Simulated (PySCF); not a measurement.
## Run report: PH (charge −1), geometry relaxation

PH, charge −1, multiplicity 2, computed with UKS-bp86/aug-cc-pvdz, optimize (PySCF 2.14.0).

Figures and captions count atoms from 1; the log counts them from 0 in places.

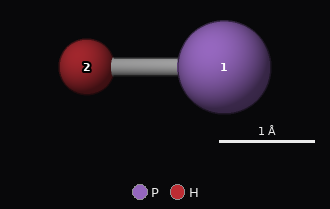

Fig. 1: The starting structure (ball-and-stick view, seen at a tilt; atoms are numbered from 1 in the order of the input).

### Input file
```python
from pyscf import gto, dft
from pyscf.geomopt.geometric_solver import optimize

mol = gto.M(
    atom='P 0 0 0; H 0 0 1.485',
    basis='aug-cc-pvdz',
    charge=-1,
    spin=1,
    verbose=4,
)
mf = dft.UKS(mol, xc='bp86')
mf.kernel()
g = mf.nuc_grad_method()
g.grid_response = True
mol_eq = optimize(g.as_scanner(), maxsteps=30)
print('optimised geometry (angstrom)')
print(mol_eq.tostring('raw'))
print('orbital energies (hartree):', [e[max(0, n-3):n+3].round(4) for e, n in zip(mf.mo_energy, mol.nelec)])
```

Command:
```bash
OMP_NUM_THREADS=1 python input.py
```

### The program's output
```
PySCF version 2.14.0

[INPUT] verbose = 4
[INPUT] num. atoms = 2
[INPUT] num. electrons = 17
[INPUT] charge = -1
[INPUT] spin (= nelec alpha-beta = 2S) = 1
[INPUT] symmetry False subgroup None
[INPUT] Mole.unit = angstrom
[INPUT] Symbol           X                Y                Z      unit          X                Y                Z       unit  Magmom
[INPUT]  1 P      0.000000000000   0.000000000000   0.000000000000 AA    0.000000000000   0.000000000000   0.000000000000 Bohr   0.0
[INPUT]  2 H      0.000000000000   0.000000000000   1.485000000000 AA    0.000000000000   0.000000000000   2.806243294979 Bohr   0.0

nuclear repulsion = 5.34522435272727
number of shells = 13
number of NR pGTOs = 61
number of NR cGTOs = 36
basis = aug-cc-pvdz
ecp = {}

******** <class 'pyscf.dft.uks.UKS'> ********
method = UKS
initial guess = minao
damping factor = 0
level_shift factor = 0
DIIS = <class 'pyscf.scf.diis.CDIIS'>
diis_start_cycle = 1
diis_space = 8
diis_damp = 0
SCF conv_tol = 1e-09
SCF conv_tol_grad = None
SCF max_cycles = 50
direct_scf = True
direct_scf_tol = 1e-13
number electrons alpha = 9  beta = 8
XC library pyscf.dft.libxc version 7.0.0
    S. Lehtola, C. Steigemann, M. J.T. Oliveira, and M. A.L. Marques.,  SoftwareX 7, 1–5 (2018)
XC functionals = bp86
    A. D. Becke.,  Phys. Rev. A 38, 3098 (1988)
    J. P. Perdew.,  Phys. Rev. B 33, 8822 (1986)
radial grids:
    Treutler-Ahlrichs [JCP 102, 346 (1995); DOI:10.1063/1.469408] (M4) radial grids

becke partition: Becke, JCP 88, 2547 (1988); DOI:10.1063/1.454033
pruning grids: <function nwchem_prune>
grids dens level: 3
symmetrized grids: False
atomic radii adjust function: <function treutler_atomic_radii_adjust>
small_rho_cutoff = 0
Set gradient conv threshold to 3.16228e-05
tot grids = 28992
init E= -341.799302580555
  alpha nocc = 9  HOMO = -0.204137654946918  LUMO = -0.0277885824508857

WARN: beta  nocc = 8  HOMO -0.204137654946919 >= LUMO -0.204137654946918

WARN: HOMO -0.204137654946918 >= LUMO -0.204137654946918

cycle= 1 E= -341.904571933857  delta_E= -0.105  |g|= 0.193  |ddm|= 0.818
  alpha nocc = 9  HOMO = 0.135084141683905  LUMO = 0.145720759958292
  beta  nocc = 8  HOMO = 0.141958604420189  LUMO = 0.145016319988953
  HOMO = 0.14195860442  LUMO = 0.145016319989  gap/eV = 0.08320
cycle= 2 E= -341.792196532981  delta_E= 0.112  |g|= 0.389  |ddm|= 1.12
  alpha nocc = 9  HOMO = 0.0532024920582952  LUMO = 0.128061526412216
  beta  nocc = 8  HOMO = 0.0629426429702438  LUMO = 0.0704690716433474
  HOMO = 0.0629426429702  LUMO = 0.0704690716433  gap/eV = 0.20480
cycle= 3 E= -341.955563988454  delta_E= -0.163  |g|= 0.012  |ddm|= 0.717
  alpha nocc = 9  HOMO = 0.0517166678162524  LUMO = 0.125614165416442
  beta  nocc = 8  HOMO = 0.0611833053320021  LUMO = 0.0720987464461151
  HOMO = 0.061183305332  LUMO = 0.0720987464461  gap/eV = 0.29702
cycle= 4 E= -341.955616309365  delta_E= -5.23e-05  |g|= 0.0124  |ddm|= 0.046
  alpha nocc = 9  HOMO = 0.0508203124002047  LUMO = 0.125610292431934
  beta  nocc = 8  HOMO = 0.0603119257710287  LUMO = 0.0716414625696093
  HOMO = 0.060311925771  LUMO = 0.0716414625696  gap/eV = 0.30829
cycle= 5 E= -341.955756360988  delta_E= -0.00014  |g|= 0.00364  |ddm|= 0.0178
  alpha nocc = 9  HOMO = 0.0487588914971284  LUMO = 0.124689721991396
  beta  nocc = 8  HOMO = 0.058383359458241  LUMO = 0.0701188827165216
  HOMO = 0.0583833594582  LUMO = 0.0701188827165  gap/eV = 0.31934
cycle= 6 E= -341.955770485075  delta_E= -1.41e-05  |g|= 0.000207  |ddm|= 0.00627
  alpha nocc = 9  HOMO = 0.0487550297143438  LUMO = 0.124707152944326
  beta  nocc = 8  HOMO = 0.0584025326476909  LUMO = 0.0701678201004441
  HOMO = 0.0584025326477  LUMO = 0.0701678201004  gap/eV = 0.32015
cycle= 7 E= -341.955770537538  delta_E= -5.25e-08  |g|= 8.3e-05  |ddm|= 0.000519
  alpha nocc = 9  HOMO = 0.0487865130773355  LUMO = 0.124729140444926
  beta  nocc = 8  HOMO = 0.058445282717233  LUMO = 0.0702131011023264
  HOMO = 0.0584452827172  LUMO = 0.0702131011023  gap/eV = 0.32022
cycle= 8 E= -341.955770547523  delta_E= -9.99e-09  |g|= 1.73e-05  |ddm|= 0.000232
  alpha nocc = 9  HOMO = 0.0487890902631687  LUMO = 0.124729598803835
  beta  nocc = 8  HOMO = 0.0584523802077248  LUMO = 0.0702177760140397
  HOMO = 0.0584523802077  LUMO = 0.070217776014  gap/eV = 0.32015
cycle= 9 E= -341.955770549241  delta_E= -1.72e-09  |g|= 1.14e-05  |ddm|= 0.000159
  alpha nocc = 9  HOMO = 0.0487881651856861  LUMO = 0.124729103528728
  beta  nocc = 8  HOMO = 0.0584520564170101  LUMO = 0.0702172197203068
  HOMO = 0.058452056417  LUMO = 0.0702172197203  gap/eV = 0.32015
cycle= 10 E= -341.955770550553  delta_E= -1.31e-09  |g|= 1.12e-05  |ddm|= 0.000139
  alpha nocc = 9  HOMO = 0.0487877962562386  LUMO = 0.124728957219152
  beta  nocc = 8  HOMO = 0.0584519610798342  LUMO = 0.0702169712088594
  HOMO = 0.0584519610798  LUMO = 0.0702169712089  gap/eV = 0.32014
cycle= 11 E= -341.955770552966  delta_E= -2.41e-09  |g|= 1.1e-05  |ddm|= 0.000259
  alpha nocc = 9  HOMO = 0.0487878182338801  LUMO = 0.124729319173342
  beta  nocc = 8  HOMO = 0.0584510925580437  LUMO = 0.0702174342932138
  HOMO = 0.058451092558  LUMO = 0.0702174342932  gap/eV = 0.32018
cycle= 12 E= -341.955770583921  delta_E= -3.1e-08  |g|= 9.12e-06  |ddm|= 0.0037
  alpha nocc = 9  HOMO = 0.048796685208043  LUMO = 0.12473087900266
  beta  nocc = 8  HOMO = 0.0584481634670859  LUMO = 0.0702235411726875
  HOMO = 0.0584481634671  LUMO = 0.0702235411727  gap/eV = 0.32042
cycle= 13 E= -341.955770632675  delta_E= -4.88e-08  |g|= 1.6e-05  |ddm|= 0.0101
  alpha nocc = 9  HOMO = 0.0488078129120715  LUMO = 0.124731972085868
  beta  nocc = 8  HOMO = 0.0584456985309427  LUMO = 0.0702292151292676
  HOMO = 0.0584456985309  LUMO = 0.0702292151293  gap/eV = 0.32065
cycle= 14 E= -341.955770635241  delta_E= -2.57e-09  |g|= 3.36e-05  |ddm|= 0.00293
  alpha nocc = 9  HOMO = 0.0487966097360117  LUMO = 0.124731286610431
  beta  nocc = 8  HOMO = 0.0584489700613871  LUMO = 0.0702233584250482
  HOMO = 0.0584489700614  LUMO = 0.070223358425  gap/eV = 0.32040
cycle= 15 E= -341.955770637057  delta_E= -1.82e-09  |g|= 1.49e-05  |ddm|= 0.0015
  alpha nocc = 9  HOMO = 0.048785018879776  LUMO = 0.124730553172736
  beta  nocc = 8  HOMO = 0.0584527183195829  LUMO = 0.0702175359193897
  HOMO = 0.0584527183196  LUMO = 0.0702175359194  gap/eV = 0.32014
cycle= 16 E= -341.955770637218  delta_E= -1.61e-10  |g|= 4.71e-06  |ddm|= 0.00134
  alpha nocc = 9  HOMO = 0.0487879664118229  LUMO = 0.124730712590235
  beta  nocc = 8  HOMO = 0.0584523580817398  LUMO = 0.0702186103139804
  HOMO = 0.0584523580817  LUMO = 0.070218610314  gap/eV = 0.32018
Extra cycle  E= -341.955770637257  delta_E= -3.82e-11  |g|= 1.54e-06  |ddm|= 1.55e-05
converged SCF energy = -341.955770637257  <S^2> = 0.75415138  2S+1 = 2.0041471
Create scanner for <class 'pyscf.grad.uks.Gradients'>
Create scanner for <class 'pyscf.dft.uks.UKS'>
input.py

Current date and time:

#|     Arguments passed to driver run_optimizer():      |#
customengine              <pyscf.geomopt.geometric_solver.PySCFEngine object>
logIni                    [file]
maxiter                   30
----------------------------------------------------------
Custom engine selected.
Bonds will be generated from interatomic distances less than 1.20 times sum of covalent radii
6 internal coordinates being used (instead of 6 Cartesians)
Internal coordinate system (atoms numbered from 1):
Distance 1-2
Translation-X 1-2
Translation-Y 1-2
Translation-Z 1-2
Rotation-A 1-2
Rotation-B 1-2
Rotation-C 1-2
<class 'geometric.internal.Distance'> : 1
<class 'geometric.internal.TranslationX'> : 1
<class 'geometric.internal.TranslationY'> : 1
<class 'geometric.internal.TranslationZ'> : 1
<class 'geometric.internal.RotationA'> : 1
<class 'geometric.internal.RotationB'> : 1
<class 'geometric.internal.RotationC'> : 1
> ===== Optimization Info: ====
> Job type: Energy minimization
> Maximum number of optimization cycles: 30
> Initial / maximum trust radius (Angstrom): 0.100 / 0.300
> Convergence Criteria:
> Will converge when all 5 criteria are reached:
>  |Delta-E| < 1.00e-06
>  RMS-Grad  < 3.00e-04
>  Max-Grad  < 4.50e-04
>  RMS-Disp  < 1.20e-03
>  Max-Disp  < 1.80e-03
> === End Optimization Info ===

Geometry optimization cycle 1
Cartesian coordinates (Angstrom)
 Atom        New coordinates             dX        dY        dZ
   P   0.000000   0.000000   0.000000    0.000000  0.000000  0.000000
   H   0.000000   0.000000   1.485000    0.000000  0.000000  0.000000

WARN: Mole.unit (angstrom) is changed to Bohr

New geometry
   1 P      0.000000000000   0.000000000000   0.000000000000 AA    0.000000000000   0.000000000000   0.000000000000 Bohr
   2 H      0.000000000000   0.000000000000   1.485000000000 AA    0.000000000000   0.000000000000   2.806243294979 Bohr

******** <class 'pyscf.scf.hf.UKS_Scanner'> ********
method = UKS_Scanner
initial guess = minao
damping factor = 0
level_shift factor = 0
DIIS = <class 'pyscf.scf.diis.CDIIS'>
diis_start_cycle = 1
diis_space = 8
diis_damp = 0
SCF conv_tol = 1e-09
SCF conv_tol_grad = None
SCF max_cycles = 50
direct_scf = True
direct_scf_tol = 1e-13
number electrons alpha = 9  beta = 8
XC library pyscf.dft.libxc version 7.0.0
    S. Lehtola, C. Steigemann, M. J.T. Oliveira, and M. A.L. Marques.,  SoftwareX 7, 1–5 (2018)
XC functionals = bp86
    A. D. Becke.,  Phys. Rev. A 38, 3098 (1988)
    J. P. Perdew.,  Phys. Rev. B 33, 8822 (1986)
radial grids:
    Treutler-Ahlrichs [JCP 102, 346 (1995); DOI:10.1063/1.469408] (M4) radial grids

becke partition: Becke, JCP 88, 2547 (1988); DOI:10.1063/1.454033
pruning grids: <function nwchem_prune>
grids dens level: 3
symmetrized grids: False
atomic radii adjust function: <function treutler_atomic_radii_adjust>
small_rho_cutoff = 0
Set gradient conv threshold to 3.16228e-05
tot grids = 28992
init E= -341.955770637257
  alpha nocc = 9  HOMO = 0.0487869972327348  LUMO = 0.124730527036119
  beta  nocc = 8  HOMO = 0.0584510848146871  LUMO = 0.0702181559177513
  HOMO = 0.0584510848147  LUMO = 0.0702181559178  gap/eV = 0.32020
cycle= 1 E= -341.955770637258  delta_E= -1.71e-12  |g|= 2.36e-06  |ddm|= 9.78e-06
  alpha nocc = 9  HOMO = 0.0487886557667911  LUMO = 0.124730851986595
  beta  nocc = 8  HOMO = 0.058452623461172  LUMO = 0.0702196922601139
  HOMO = 0.0584526234612  LUMO = 0.0702196922601  gap/eV = 0.32020
Extra cycle  E= -341.955770637251  delta_E= 7.28e-12  |g|= 4.06e-06  |ddm|= 1.23e-05
converged SCF energy = -341.955770637251  <S^2> = 0.7541513  2S+1 = 2.004147

******** <class 'pyscf.grad.rhf.Gradients_Scanner'> for <class 'pyscf.scf.hf.UKS_Scanner'> ********
unit = Eh/Bohr
grid_response = True
--------------- UKS_Scanner gradients ---------------
         x                y                z
0 P    -0.0000000000    -0.0000000000    -0.0055527744
1 H     0.0000000000     0.0000000000     0.0055527744
----------------------------------------------
cycle 1: E = -341.955770637  dE = -341.956  norm(grad) = 0.00785281
Step    0 : Gradient = 5.553e-03/5.553e-03 (rms/max) Energy = -341.9557706373
Hessian Eigenvalues: 5.00000e-02 5.00000e-02 5.00000e-02 ... 5.00000e-02 5.00000e-02 1.75393e-01

Geometry optimization cycle 2
Cartesian coordinates (Angstrom)
 Atom        New coordinates             dX        dY        dZ
   P   0.000000   0.000000   0.008377    0.000000  0.000000  0.008377
   H  -0.000000  -0.000000   1.476623   -0.000000 -0.000000 -0.008377
New geometry
   1 P      0.000000000000   0.000000000000   0.008376622239 AA    0.000000000000   0.000000000000   0.015829521881 Bohr
   2 H     -0.000000000000  -0.000000000000   1.476623377761 AA   -0.000000000000  -0.000000000000   2.790413773098 Bohr

******** <class 'pyscf.scf.hf.UKS_Scanner'> ********
method = UKS_Scanner
initial guess = minao
damping factor = 0
level_shift factor = 0
DIIS = <class 'pyscf.scf.diis.CDIIS'>
diis_start_cycle = 1
diis_space = 8
diis_damp = 0
SCF conv_tol = 1e-09
SCF conv_tol_grad = None
SCF max_cycles = 50
direct_scf = True
direct_scf_tol = 1e-13
number electrons alpha = 9  beta = 8
XC library pyscf.dft.libxc version 7.0.0
    S. Lehtola, C. Steigemann, M. J.T. Oliveira, and M. A.L. Marques.,  SoftwareX 7, 1–5 (2018)
XC functionals = bp86
    A. D. Becke.,  Phys. Rev. A 38, 3098 (1988)
    J. P. Perdew.,  Phys. Rev. B 33, 8822 (1986)
radial grids:
    Treutler-Ahlrichs [JCP 102, 346 (1995); DOI:10.1063/1.469408] (M4) radial grids

becke partition: Becke, JCP 88, 2547 (1988); DOI:10.1063/1.454033
pruning grids: <function nwchem_prune>
grids dens level: 3
symmetrized grids: False
atomic radii adjust function: <function treutler_atomic_radii_adjust>
small_rho_cutoff = 0
Set gradient conv threshold to 3.16228e-05
tot grids = 28992
init E= -341.961615816654
  alpha nocc = 9  HOMO = 0.0508572260729085  LUMO = 0.12615041461731
  beta  nocc = 8  HOMO = 0.0604869406505988  LUMO = 0.0722253741621279
  HOMO = 0.0604869406506  LUMO = 0.0722253741621  gap/eV = 0.31942
cycle= 1 E= -341.955825588883  delta_E= 0.00579  |g|= 0.00584  |ddm|= 0.0216
  alpha nocc = 9  HOMO = 0.0478351823233916  LUMO = 0.124225697853308
  beta  nocc = 8  HOMO = 0.0575477697027713  LUMO = 0.0693609661665557
  HOMO = 0.0575477697028  LUMO = 0.0693609661666  gap/eV = 0.32145
cycle= 2 E= -341.955800054558  delta_E= 2.55e-05  |g|= 0.00773  |ddm|= 0.0209
  alpha nocc = 9  HOMO = 0.0488412302908179  LUMO = 0.124807591207082
  beta  nocc = 8  HOMO = 0.0585091073101807  LUMO = 0.0702829595017698
  HOMO = 0.0585091073102  LUMO = 0.0702829595018  gap/eV = 0.32038
cycle= 3 E= -341.955864521815  delta_E= -6.45e-05  |g|= 0.000151  |ddm|= 0.0112
  alpha nocc = 9  HOMO = 0.0489485100555171  LUMO = 0.124855130371402
  beta  nocc = 8  HOMO = 0.0586158971479165  LUMO = 0.0703859973780041
  HOMO = 0.0586158971479  LUMO = 0.070385997378  gap/eV = 0.32028
cycle= 4 E= -341.955864535165  delta_E= -1.33e-08  |g|= 0.000132  |ddm|= 0.000497
  alpha nocc = 9  HOMO = 0.0489179837914331  LUMO = 0.124853259580849
  beta  nocc = 8  HOMO = 0.0585868167078014  LUMO = 0.0703577210572561
  HOMO = 0.0585868167078  LUMO = 0.0703577210573  gap/eV = 0.32030
cycle= 5 E= -341.955864551244  delta_E= -1.61e-08  |g|= 2.16e-05  |ddm|= 0.000233
  alpha nocc = 9  HOMO = 0.0489258944130819  LUMO = 0.12485622138866
  beta  nocc = 8  HOMO = 0.0585951675705596  LUMO = 0.0703659864081336
  HOMO = 0.0585951675706  LUMO = 0.0703659864081  gap/eV = 0.32030
cycle= 6 E= -341.955864551687  delta_E= -4.44e-10  |g|= 3.53e-06  |ddm|= 4.33e-05
  alpha nocc = 9  HOMO = 0.0489230957632087  LUMO = 0.124855508464893
  beta  nocc = 8  HOMO = 0.0585926887301094  LUMO = 0.0703637282658898
  HOMO = 0.0585926887301  LUMO = 0.0703637282659  gap/eV = 0.32031
Extra cycle  E= -341.955864551676  delta_E= 1.08e-11  |g|= 5.5e-06  |ddm|= 1.68e-05
converged SCF energy = -341.955864551676  <S^2> = 0.75415232  2S+1 = 2.004148

******** <class 'pyscf.grad.rhf.Gradients_Scanner'> for <class 'pyscf.scf.hf.UKS_Scanner'> ********
unit = Eh/Bohr
grid_response = True
--------------- UKS_Scanner gradients ---------------
         x                y                z
0 P     0.0000000000     0.0000000000    -0.0003061666
1 H    -0.0000000000    -0.0000000000     0.0003061666
----------------------------------------------
cycle 2: E = -341.955864552  dE = -9.39144e-05  norm(grad) = 0.000432985
Step    1 : Displace = 8.377e-03/8.377e-03 (rms/max) Trust = 1.000e-01 (=) Grad = 3.062e-04/3.062e-04 (rms/max) E (change) = -341.9558645517 (-9.391e-05) Quality = 1.068
Hessian Eigenvalues: 5.00000e-02 5.00000e-02 5.00000e-02 ... 5.00000e-02 5.00000e-02 1.65722e-01

Geometry optimization cycle 3
Cartesian coordinates (Angstrom)
 Atom        New coordinates             dX        dY        dZ
   P   0.000000   0.000000   0.008865   -0.000000 -0.000000  0.000489
   H  -0.000000  -0.000000   1.476135    0.000000  0.000000 -0.000489
New geometry
   1 P      0.000000000000   0.000000000000   0.008865441369 AA    0.000000000000   0.000000000000   0.016753256162 Bohr
   2 H     -0.000000000000  -0.000000000000   1.476134558631 AA   -0.000000000000  -0.000000000000   2.789490038818 Bohr

******** <class 'pyscf.scf.hf.UKS_Scanner'> ********
method = UKS_Scanner
initial guess = minao
damping factor = 0
level_shift factor = 0
DIIS = <class 'pyscf.scf.diis.CDIIS'>
diis_start_cycle = 1
diis_space = 8
diis_damp = 0
SCF conv_tol = 1e-09
SCF conv_tol_grad = None
SCF max_cycles = 50
direct_scf = True
direct_scf_tol = 1e-13
number electrons alpha = 9  beta = 8
XC library pyscf.dft.libxc version 7.0.0
    S. Lehtola, C. Steigemann, M. J.T. Oliveira, and M. A.L. Marques.,  SoftwareX 7, 1–5 (2018)
XC functionals = bp86
    A. D. Becke.,  Phys. Rev. A 38, 3098 (1988)
    J. P. Perdew.,  Phys. Rev. B 33, 8822 (1986)
radial grids:
    Treutler-Ahlrichs [JCP 102, 346 (1995); DOI:10.1063/1.469408] (M4) radial grids

becke partition: Becke, JCP 88, 2547 (1988); DOI:10.1063/1.454033
pruning grids: <function nwchem_prune>
grids dens level: 3
symmetrized grids: False
atomic radii adjust function: <function treutler_atomic_radii_adjust>
small_rho_cutoff = 0
Set gradient conv threshold to 3.16228e-05
tot grids = 28992
init E= -341.956213124295
  alpha nocc = 9  HOMO = 0.0490492323520799  LUMO = 0.124939756761768
  beta  nocc = 8  HOMO = 0.0587167624275464  LUMO = 0.0704859950709906
  HOMO = 0.0587167624275  LUMO = 0.070485995071  gap/eV = 0.32026
cycle= 1 E= -341.955864663039  delta_E= 0.000348  |g|= 0.000346  |ddm|= 0.00129
  alpha nocc = 9  HOMO = 0.0488640793956061  LUMO = 0.124824929943859
  beta  nocc = 8  HOMO = 0.0585367489557398  LUMO = 0.0703106166666601
  HOMO = 0.0585367489557  LUMO = 0.0703106166667  gap/eV = 0.32038
cycle= 2 E= -341.955864551012  delta_E= 1.12e-07  |g|= 0.000456  |ddm|= 0.00125
  alpha nocc = 9  HOMO = 0.0489282873971404  LUMO = 0.124859865392145
  beta  nocc = 8  HOMO = 0.0585981559056195  LUMO = 0.070369555892019
  HOMO = 0.0585981559056  LUMO = 0.070369555892  gap/eV = 0.32032
cycle= 3 E= -341.955864776168  delta_E= -2.25e-07  |g|= 7.03e-06  |ddm|= 0.000662
  alpha nocc = 9  HOMO = 0.0489328900361845  LUMO = 0.124862519894667
  beta  nocc = 8  HOMO = 0.0586027950537735  LUMO = 0.0703740066356202
  HOMO = 0.0586027950538  LUMO = 0.0703740066356  gap/eV = 0.32031
cycle= 4 E= -341.955864776224  delta_E= -5.62e-11  |g|= 3.5e-06  |ddm|= 2.13e-05
  alpha nocc = 9  HOMO = 0.0489309137828222  LUMO = 0.124862317398546
  beta  nocc = 8  HOMO = 0.0586009263271641  LUMO = 0.0703721936678567
  HOMO = 0.0586009263272  LUMO = 0.0703721936679  gap/eV = 0.32031
Extra cycle  E= -341.955864776205  delta_E= 1.83e-11  |g|= 5.96e-06  |ddm|= 1.64e-05
converged SCF energy = -341.955864776205  <S^2> = 0.75415249  2S+1 = 2.0041482

******** <class 'pyscf.grad.rhf.Gradients_Scanner'> for <class 'pyscf.scf.hf.UKS_Scanner'> ********
unit = Eh/Bohr
grid_response = True
--------------- UKS_Scanner gradients ---------------
         x                y                z
0 P    -0.0000000000    -0.0000000000     0.0000132759
1 H     0.0000000000     0.0000000000    -0.0000132759
----------------------------------------------
cycle 3: E = -341.955864776  dE = -2.24529e-07  norm(grad) = 1.8775e-05
```

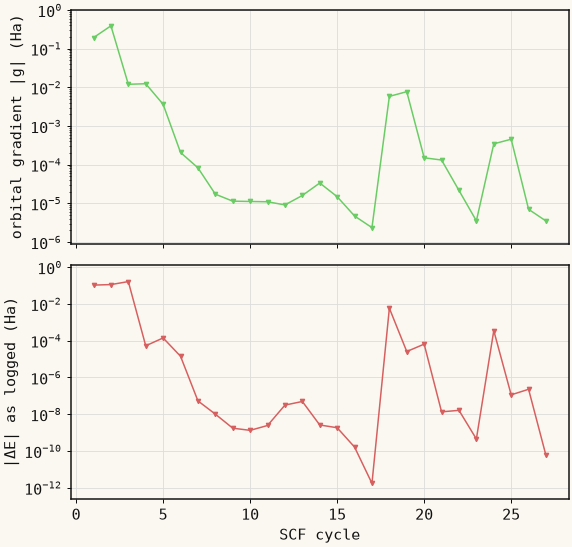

Fig. 2: Convergence of the self-consistent field: orbital gradient |g| and size of the energy change against the SCF cycle. All cycles printed in the log are drawn one after another.

```
Step    2 : Displace = 4.888e-04/4.888e-04 (rms/max) Trust = 1.414e-01 (+) Grad = 1.328e-05/1.328e-05 (rms/max) E (change) = -341.9558647762 (-2.245e-07) Quality = 0.794
Hessian Eigenvalues: 5.00000e-02 5.00000e-02 5.00000e-02 ... 5.00000e-02 5.00000e-02 1.65722e-01
Converged! =D

    #| If this code has benefited your research, please support us by citing: |#
    #| Wang, L.-P.; Song, C.C. (2016) "Geometry optimization made simple with |#
    #| translation and rotation coordinates", J. Chem, Phys. 144, 214108.     |#
    #|                                     |#
optimised geometry (angstrom)
P           0.00000000        0.00000000        0.00886544
H          -0.00000000       -0.00000000        1.47613456
orbital energies (hartree): [array([-0.0675,  0.0169,  0.0488,  0.1227,  0.1785,  0.1847]), array([-0.2705, -0.058 ,  0.0585,  0.0702,  0.1247,  0.181 ])]
```

### Key numbers

```csv
quantity,value
outcome,converged
SCF energy at the first geometry,−341.955771 hartree
⟨S²⟩,0.754
hardware,"1 CPU thread, shared host"
wall time,4.5 s
```
